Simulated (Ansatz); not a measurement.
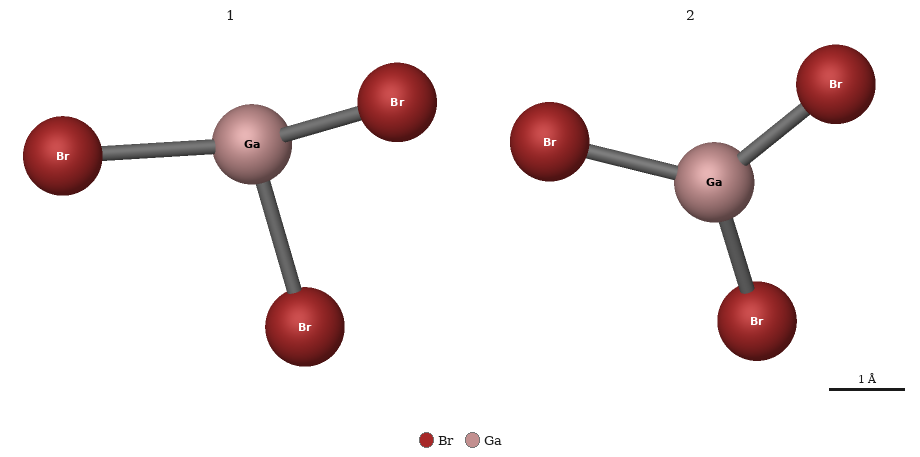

Two geometries of GaBr$_{3}$ (coarse preliminary run), drawn at one scale. One is the start of a relaxation, the other its converged end. Style: ball-and-stick. Shown at a tilt.

Computed with RKS PBE-D4/def2-SVP (Ansatz 0.2.0). Set-up: force threshold 0.03 eV/Å; at most 200 steps.

### Which of the two is the end point?

Structure 2 is the relaxed one. The start comes from a force field. The largest move after the best rigid fit is that of the Ga atom, 0.58 Å. By element the largest moves are Ga 0.58 Å, Br 0.41 Å. Near-neighbour distances that change, for instance: Br–Ga 2.652 → 2.284 Å, Br–Ga 2.612 → 2.284 Å, Br–Ga 2.388 → 2.284 Å. Bond angles that change, for instance: Br–Ga–Br 98.6° → 120.0°, Br–Ga–Br 105.8° → 119.9°, Br–Ga–Br 132.4° → 120.1°. After 4 geometry steps the energy has fallen by 1.571 eV. Largest force component: 2 eV/Å at the start, 0.0047 eV/Å at the end.
